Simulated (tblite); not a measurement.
## Geometry relaxation of CH₈ClN₂Si₂ (part 1 of 2)

The run: geometry relaxation of CH₈ClN₂Si₂, multiplicity 2, SMILES [SiH3]N[C](Cl)N[SiH3]. Method and program: GFN2-xTB geometry optimisation, gas phase (tblite 0.8.0).

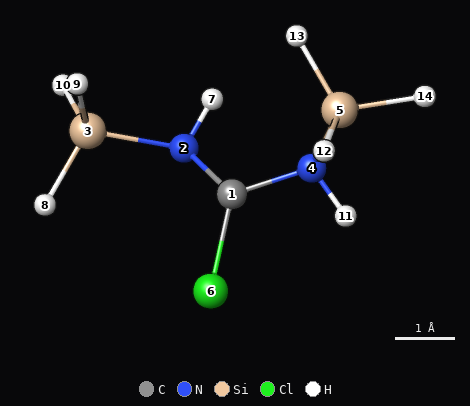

The input geometry (ball-and-stick view, seen at a tilt; atoms are numbered from 1 in the order of the input).

Key numbers

- outcome: converged
- total energy: −546.5136 eV
- hardware: 1 CPU thread, shared host
- wall time: 4.7 s
- peak memory: 0.18 GiB

The input
```
{"job": {"kind": "relax", "xc": "GFN2-xTB", "basis": "xTB"}, "charge": 0, "multiplicity": 2}
C      0.010537    -0.342324    -0.829366
N      1.227517    -0.447416    -0.043825
Si     2.444361     0.733014     0.073415
N     -1.179213    -0.969500    -0.266397
Si    -2.298515    -0.137583     0.659429
Cl     0.056127    -0.074966    -2.551968
H      1.008149    -0.814156     0.861950
H      2.947969     1.069629    -1.271224
H      1.847355     1.924724     0.742125
H      3.522075     0.158715     0.919068
H     -1.688399    -1.393108    -1.029939
H     -2.891175     0.947529    -0.183924
H     -1.644708     0.422559     1.856123
H     -3.371869    -1.102689     1.048449
```

The first line tells a small driver script what to run in tblite; the rest is the geometry in Å.

Launched with:
```bash
OMP_NUM_THREADS=1 python <driver script> task.json out
```

Output
```
step      E/eV     max force
  0    -545.71478    3.713
  1    -546.01275    0.836
  2    -546.04395    0.668
  3    -546.10705    0.738
  4    -546.13003    0.458
  5    -546.15613    0.448
  6    -546.17659    0.549
  7    -546.20747    0.693
  8    -546.22728    0.495
  9    -546.24027    0.260
 10    -546.25014    0.255
 11    -546.25879    0.354
 12    -546.26570    0.269
 13    -546.26919    0.123
 14    -546.27107    0.125
 15    -546.27309    0.155
 16    -546.27498    0.128
 17    -546.27605    0.072
 18    -546.27654    0.055
 19    -546.27692    0.062
 20    -546.27751    0.085
 21    -546.27837    0.083
 22    -546.27924    0.061
 23    -546.27984    0.051
 24    -546.28019    0.048
 25    -546.28046    0.058
 26    -546.28076    0.064
 27    -546.28115    0.055
 28    -546.28176    0.073
 29    -546.28279    0.084
 30    -546.28441    0.125
 31    -546.28650    0.170
 32    -546.28879    0.163
 33    -546.29138    0.151
 34    -546.29509    0.186
 35    -546.29982    0.197
 36    -546.30373    0.143
 37    -546.30588    0.122
 38    -546.30705    0.154
 39    -546.30948    0.122
 40    -546.31339    0.117
 41    -546.31800    0.115
 42    -546.32444    0.130
 43    -546.32851    0.134
 44    -546.32902    0.210
 45    -546.33191    0.122
 46    -546.33313    0.119
 47    -546.34010    0.231
 48    -546.34315    0.237
 49    -546.34781    0.175
 50    -546.35419    0.200
 51    -546.36105    0.297
 52    -546.35822    0.347
 53    -546.37112    0.180
 54    -546.37478    0.128
 55    -546.37852    0.226
 56    -546.38118    0.133
 57    -546.38555    0.126
 58    -546.39313    0.184
 59    -546.39518    0.177
 60    -546.39757    0.087
 61    -546.39891    0.100
 62    -546.40106    0.075
 63    -546.40245    0.104
 64    -546.40456    0.140
 65    -546.40723    0.155
 66    -546.41015    0.155
 67    -546.41204    0.144
 68    -546.41421    0.127
 69    -546.41654    0.115
 70    -546.41950    0.123
 71    -546.42078    0.103
 72    -546.42235    0.073
 73    -546.42377    0.081
 74    -546.42532    0.132
 75    -546.42750    0.185
 76    -546.42977    0.117
 77    -546.43262    0.102
 78    -546.43546    0.087
 79    -546.43700    0.151
 80    -546.43845    0.146
 81    -546.44049    0.087
 82    -546.44262    0.088
 83    -546.44710    0.189
 84    -546.45080    0.227
 85    -546.45520    0.201
 86    -546.45896    0.133
 87    -546.46098    0.094
 88    -546.46207    0.078
 89    -546.46329    0.101
 90    -546.46628    0.121
 91    -546.46896    0.190
 92    -546.47314    0.204
 93    -546.47678    0.159
 94    -546.48007    0.144
 95    -546.48190    0.151
 96    -546.48345    0.099
 97    -546.48487    0.096
 98    -546.48648    0.076
 99    -546.48761    0.090
100    -546.48937    0.097
101    -546.49090    0.099
102    -546.49219    0.086
103    -546.49292    0.073
104    -546.49342    0.054
105    -546.49386    0.056
106    -546.49434    0.058
107    -546.49492    0.071
108    -546.49576    0.084
109    -546.49702    0.105
110    -546.49859    0.103
111    -546.50006    0.096
112    -546.50114    0.079
113    -546.50209    0.084
114    -546.50303    0.120
115    -546.50394    0.069
116    -546.50464    0.077
117    -546.50519    0.067
118    -546.50562    0.069
119    -546.50630    0.055
120    -546.50697    0.055
121    -546.50723    0.044
122    -546.50756    0.037
123    -546.50786    0.044
124    -546.50812    0.047
125    -546.50839    0.048
126    -546.50875    0.058
127    -546.50921    0.056
128    -546.50965    0.045
129    -546.51001    0.045
130    -546.51023    0.046
131    -546.51045    0.036
132    -546.51062    0.030
133    -546.51077    0.028
134    -546.51091    0.032
135    -546.51107    0.034
136    -546.51120    0.029
137    -546.51130    0.034
138    -546.51141    0.031
139    -546.51159    0.031
140    -546.51178    0.029
141    -546.51192    0.025
142    -546.51199    0.025
143    -546.51203    0.016
144    -546.51208    0.016
145    -546.51213    0.017
146    -546.51220    0.038
147    -546.51227    0.037
148    -546.51234    0.026
149    -546.51240    0.013
150    -546.51244    0.014
151    -546.51249    0.022
152    -546.51254    0.022
153    -546.51259    0.016
154    -546.51263    0.018
155    -546.51267    0.014
156    -546.51270    0.015
157    -546.51272    0.012
158    -546.51273    0.010
159    -546.51274    0.013
160    -546.51276    0.012
161    -546.51277    0.013
162    -546.51279    0.014
163    -546.51282    0.012
164    -546.51284    0.012
165    -546.51285    0.013
166    -546.51287    0.013
167    -546.51289    0.012
168    -546.51291    0.010
169    -546.51292    0.009
170    -546.51294    0.009
171    -546.51295    0.011
172    -546.51297    0.011
173    -546.51298    0.010
174    -546.51299    0.010
175    -546.51300    0.011
176    -546.51301    0.017
177    -546.51303    0.019
178    -546.51305    0.015
179    -546.51308    0.017
180    -546.51310    0.016
181    -546.51313    0.017
182    -546.51315    0.017
183    -546.51318    0.015
184    -546.51321    0.017
185    -546.51324    0.016
186    -546.51328    0.015
187    -546.51330    0.014
188    -546.51332    0.012
189    -546.51333    0.014
190    -546.51335    0.015
191    -546.51338    0.013
192    -546.51340    0.013
193    -546.51342    0.013
194    -546.51344    0.017
195    -546.51348    0.024
196    -546.51352    0.022
197    -546.51355    0.014
198    -546.51356    0.010
199    -546.51358    0.010
200    -546.51359    0.010
201    -546.51359    0.010
202    -546.51364    0.000
```

Trajectory as extended XYZ (Å, eV, eV/Å), 27 frames, from step=0 to step=202
```
14
Properties=species:S:1:pos:R:3:forces:R:3 step=0 energy=-545.71478
C     0.0105   -0.3423   -0.8294    0.1850  -0.6160   1.6860
N     1.2275   -0.4474   -0.0438   -2.4390  -0.4910  -1.6290
Si    2.4444    0.7330    0.0734    1.0800   1.3300   0.0200
N    -1.1792   -0.9695   -0.2664    2.8210  -0.3940  -2.3820
Si   -2.2985   -0.1376    0.6594   -1.9670   1.6100   1.4720
Cl    0.0561   -0.0750   -2.5520    0.2270  -0.2720   1.0030
H     1.0081   -0.8142    0.8619   -0.3890  -0.4800   0.1510
H     2.9480    1.0696   -1.2712   -0.1580  -0.0960   0.2510
H     1.8474    1.9247    0.7421    0.3120  -0.1250  -0.1840
H     3.5221    0.1587    0.9191   -0.3930   0.0520  -0.2240
H    -1.6884   -1.3931   -1.0299    0.1930  -0.4530  -0.1550
H    -2.8912    0.9475   -0.1839    0.0560  -0.2080   0.4370
H    -1.6447    0.4226    1.8561   -0.0220  -0.1180  -0.2380
H    -3.3719   -1.1027    1.0484    0.4930   0.2600  -0.2090
14
Properties=species:S:1:pos:R:3:forces:R:3 step=8 energy=-546.22728
C    -0.0211   -0.3494   -0.7509    0.0370   0.1840  -0.0670
N     1.1409   -0.4200   -0.0129   -0.1920   0.0360   0.0460
Si    2.4061    0.7855    0.0497   -0.0500   0.0450   0.0880
N    -1.1913   -0.9719   -0.3240    0.4300   0.1760  -0.1710
Si   -2.3196   -0.0675    0.6622   -0.2140   0.0240  -0.1120
Cl    0.1863   -0.0746   -2.4470   -0.0110  -0.0070   0.0180
H     0.9521   -0.9629    0.8171    0.1790  -0.0200   0.0950
H     2.9152    1.0676   -1.2981   -0.1840  -0.0670   0.1400
H     1.9321    2.0165    0.7187    0.0730  -0.0760  -0.1800
H     3.4113    0.1294    0.8824   -0.0240  -0.0420   0.0090
H    -1.5765   -1.5327   -1.0702   -0.2050  -0.1390   0.0910
H    -2.9524    1.0313   -0.0980    0.1260  -0.1200   0.2190
H    -1.5970    0.4226    1.8426    0.0270  -0.0450  -0.1800
H    -3.2959   -1.0994    1.0125    0.0090   0.0520   0.0040
14
Properties=species:S:1:pos:R:3:forces:R:3 step=16 energy=-546.27498
C    -0.0308   -0.2954   -0.7475    0.0160   0.0580  -0.0460
N     1.1042   -0.3842    0.0251   -0.0310   0.0260  -0.0200
Si    2.3905    0.7860    0.0722   -0.0050   0.0220  -0.0020
N    -1.1920   -0.9442   -0.3583    0.1260   0.0200   0.0120
Si   -2.3235   -0.0766    0.6396   -0.1060   0.0440   0.0230
Cl    0.2412   -0.0690   -2.4450   -0.0260  -0.0160  -0.0170
H     0.9752   -1.0058    0.8094   -0.0190  -0.0020   0.0400
H     2.8468    1.0405   -1.2905   -0.0020  -0.0440  -0.0130
H     1.9636    2.0585    0.6715    0.0060  -0.0220  -0.0040
H     3.3822    0.0981    0.8917    0.0130   0.0080   0.0390
H    -1.5583   -1.5947   -1.0382   -0.0130  -0.0430  -0.0610
H    -2.9580    1.0604   -0.0342    0.0050  -0.0270   0.0100
H    -1.5593    0.4067    1.7860    0.0650  -0.0140   0.0390
H    -3.2917   -1.1058    1.0021   -0.0290  -0.0100  -0.0020
14
Properties=species:S:1:pos:R:3:forces:R:3 step=24 energy=-546.28019
C    -0.0366   -0.2608   -0.7512   -0.0140   0.0030  -0.0150
N     1.0942   -0.3654    0.0265   -0.0140   0.0040  -0.0210
Si    2.3950    0.7853    0.0730   -0.0030   0.0030   0.0010
N    -1.1842   -0.9354   -0.3604    0.0040   0.0050  -0.0050
Si   -2.3229   -0.0837    0.6470   -0.0220   0.0050  -0.0010
Cl    0.2345   -0.0831   -2.4575    0.0110  -0.0050   0.0020
H     0.9519   -0.9910    0.8059   -0.0020   0.0130   0.0310
H     2.8436    1.0018   -1.2975    0.0320  -0.0030  -0.0090
H     1.9725    2.0592    0.6665    0.0040   0.0330  -0.0160
H     3.3765    0.1103    0.9149    0.0180  -0.0160   0.0220
H    -1.5363   -1.5901   -1.0448   -0.0380  -0.0130  -0.0260
H    -2.9634    1.0535   -0.0212    0.0210  -0.0110   0.0290
H    -1.5300    0.3810    1.7862   -0.0220  -0.0150   0.0050
H    -3.3047   -1.1072    0.9966    0.0270  -0.0020   0.0040
14
Properties=species:S:1:pos:R:3:forces:R:3 step=32 energy=-546.28879
C    -0.0615   -0.2186   -0.7767    0.0240  -0.1480  -0.0540
N     1.0615   -0.3137    0.0226   -0.0630   0.0260   0.0330
Si    2.4087    0.7873    0.0698   -0.0510  -0.0190  -0.0290
N    -1.1999   -0.9287   -0.4035   -0.0160   0.0620   0.0570
Si   -2.3155   -0.1170    0.6612   -0.0210   0.0070   0.0320
Cl    0.2477   -0.1230   -2.4830    0.0470   0.0340  -0.0270
H     0.8812   -0.8915    0.8311    0.0020   0.0050   0.0090
H     2.9260    0.9122   -1.2882    0.0030   0.0090  -0.0130
H     2.0218    2.1041    0.5936    0.0030   0.0040  -0.0390
H     3.3479    0.1286    0.9749   -0.0470  -0.0280   0.0080
H    -1.5640   -1.5671   -1.1019    0.0950   0.1200   0.0540
H    -2.9494    1.0589    0.0539    0.0240  -0.0500   0.0340
H    -1.5262    0.2927    1.8261    0.0080  -0.0100  -0.0290
H    -3.2880   -1.1499    1.0042   -0.0070  -0.0140  -0.0340
14
Properties=species:S:1:pos:R:3:forces:R:3 step=40 energy=-546.31339
C    -0.0938   -0.1376   -0.8631    0.0160  -0.0230   0.0660
N     0.9416   -0.1214    0.0520    0.0210  -0.0570  -0.0430
Si    2.4203    0.7892    0.0474    0.0150  -0.0060  -0.0350
N    -1.2373   -0.8455   -0.5051   -0.0440  -0.0020   0.0480
Si   -2.3012   -0.2136    0.7184    0.1020  -0.0020  -0.0210
Cl    0.3483   -0.2225   -2.5427    0.0660  -0.0050   0.0960
H     0.6855   -0.6277    0.8897    0.0550   0.0550  -0.0680
H     3.0972    0.6359   -1.2428   -0.0770  -0.0010   0.0580
H     2.1849    2.2171    0.3200   -0.0090  -0.0720  -0.0500
H     3.1762    0.1652    1.1373   -0.0690   0.0390  -0.0350
H    -1.5885   -1.4656   -1.2218   -0.0130   0.1040   0.0330
H    -2.9170    1.0527    0.3183   -0.0570  -0.0100   0.0080
H    -1.4687    0.0308    1.9001    0.0110   0.0030   0.0360
H    -3.2573   -1.2826    0.9761   -0.0180  -0.0220  -0.0930
14
Properties=species:S:1:pos:R:3:forces:R:3 step=48 energy=-546.34315
C    -0.0983   -0.0772   -0.9029    0.1020  -0.0360   0.0290
N     0.8990   -0.0213    0.0453    0.0990   0.0730   0.0100
Si    2.4345    0.7712    0.0165    0.1110   0.1940  -0.0780
N    -1.2490   -0.7700   -0.5419   -0.0760   0.0170  -0.0590
Si   -2.2727   -0.2946    0.7792    0.0130   0.1260  -0.0550
Cl    0.4601   -0.3299   -2.5358   -0.0540  -0.0190   0.0860
H     0.5851   -0.3643    0.9372   -0.0950  -0.1060   0.0540
H     3.1858    0.3996   -1.1835   -0.0490  -0.0340   0.0610
H     2.2902    2.2409    0.0440    0.0200  -0.1330  -0.0020
H     3.0116    0.2510    1.2569    0.0540   0.0720  -0.0360
H    -1.6629   -1.2576   -1.3213   -0.0690   0.0100  -0.0020
H    -2.9299    1.0042    0.5546    0.0450  -0.0860   0.0600
H    -1.4324   -0.1912    1.9828   -0.0600  -0.0260  -0.0660
H    -3.2309   -1.3864    0.8527   -0.0390  -0.0540  -0.0030
14
Properties=species:S:1:pos:R:3:forces:R:3 step=56 energy=-546.38118
C    -0.0705   -0.0139   -0.9207   -0.0510   0.0720  -0.0050
N     0.8594    0.1341    0.0793   -0.0710  -0.0570   0.0750
Si    2.4679    0.7640   -0.0054   -0.0310   0.0160  -0.0710
N    -1.2804   -0.6126   -0.6022   -0.1030  -0.0230  -0.0810
Si   -2.2717   -0.3864    0.7979    0.0200  -0.0040   0.0800
Cl    0.5557   -0.5055   -2.4760    0.0900   0.0210   0.0250
H     0.4749   -0.1048    0.9803    0.0340  -0.0060  -0.0270
H     3.2027    0.0464   -1.0464    0.0530   0.0120   0.0600
H     2.4430    2.1993   -0.3193    0.0370  -0.0270   0.0010
H     2.9178    0.4931    1.3588    0.0850   0.0500  -0.0380
H    -1.7444   -0.9413   -1.4368   -0.0350   0.0040   0.0300
H    -2.9388    0.9206    0.9134    0.0120  -0.0540  -0.0850
H    -1.4220   -0.5186    1.9844    0.0420  -0.0400   0.0440
H    -3.2033   -1.5000    0.6767   -0.0830   0.0350  -0.0110
14
Properties=species:S:1:pos:R:3:forces:R:3 step=64 energy=-546.40456
C    -0.0734    0.0308   -0.9149    0.0230   0.0120   0.0050
N     0.8319    0.1913    0.1068    0.0410   0.0670   0.0400
Si    2.4672    0.7581   -0.0290    0.0670  -0.1220  -0.0130
N    -1.3210   -0.4990   -0.6305   -0.0310  -0.0350   0.0300
Si   -2.2754   -0.4571    0.8159    0.0920  -0.0410  -0.0090
Cl    0.6369   -0.5849   -2.4071   -0.0800   0.0380   0.0810
H     0.4431    0.0013    1.0175    0.0060   0.0100  -0.0540
H     3.2152   -0.1333   -0.9237   -0.0150   0.0770   0.0770
H     2.5254    2.1362   -0.5264   -0.0470  -0.0220  -0.0420
H     2.9429    0.6800    1.3535   -0.0510  -0.0040  -0.0410
H    -1.8176   -0.7379   -1.4758    0.0290   0.0030  -0.0350
H    -2.9305    0.8367    1.0510    0.0090   0.0170  -0.0290
H    -1.4086   -0.7266    1.9703   -0.0280  -0.0390  -0.0360
H    -3.2457   -1.5212    0.5763   -0.0160   0.0390   0.0250
14
Properties=species:S:1:pos:R:3:forces:R:3 step=72 energy=-546.42235
C    -0.0743    0.0885   -0.8972   -0.0010  -0.0110  -0.0230
N     0.8050    0.3077    0.1316    0.0310  -0.0120  -0.0450
Si    2.4782    0.7377   -0.0457    0.0190  -0.0190  -0.0170
N    -1.3391   -0.4061   -0.6432   -0.0130   0.0090   0.0430
Si   -2.2633   -0.5275    0.8184    0.0260   0.0010   0.0160
Cl    0.6705   -0.6276   -2.3330   -0.0120   0.0530   0.0210
H     0.4250    0.1287    1.0475   -0.0420  -0.0090  -0.0100
H     3.2439   -0.2787   -0.7761   -0.0340   0.0180   0.0610
H     2.5595    2.0122   -0.7691   -0.0030  -0.0510   0.0410
H     2.8980    0.8162    1.3537   -0.0010   0.0480  -0.0430
H    -1.8400   -0.5526   -1.5073   -0.0140  -0.0500   0.0190
H    -2.8792    0.7597    1.1704    0.0550   0.0210   0.0310
H    -1.3992   -0.9712    1.9191   -0.0130   0.0180  -0.0560
H    -3.2948   -1.5124    0.5148    0.0030  -0.0130  -0.0400
14
Properties=species:S:1:pos:R:3:forces:R:3 step=80 energy=-546.43845
C    -0.0807    0.1745   -0.8682   -0.0200  -0.0190  -0.0080
N     0.7740    0.4200    0.1726    0.0230  -0.0690  -0.0510
Si    2.4769    0.6886   -0.0563    0.0220   0.1430   0.0190
N    -1.3666   -0.2561   -0.6433   -0.0450   0.0020   0.0290
Si   -2.2550   -0.5933    0.8066    0.0430  -0.0650   0.0820
Cl    0.6953   -0.6245   -2.2488    0.0090   0.0350  -0.0370
H     0.4013    0.2214    1.0913   -0.0260   0.0360  -0.0780
H     3.2177   -0.4975   -0.5068   -0.0580   0.0470   0.0800
H     2.6000    1.7645   -1.0443    0.0040  -0.0770   0.0150
H     2.8771    1.1375    1.2767    0.0190  -0.0740  -0.0030
H    -1.8754   -0.3648   -1.5064    0.0270  -0.0260  -0.0740
H    -2.7330    0.6649    1.3981    0.0320  -0.0490   0.0160
H    -1.4002   -1.3057    1.7640   -0.0140   0.0460  -0.0050
H    -3.3411   -1.4551    0.3488   -0.0140   0.0710   0.0160
```
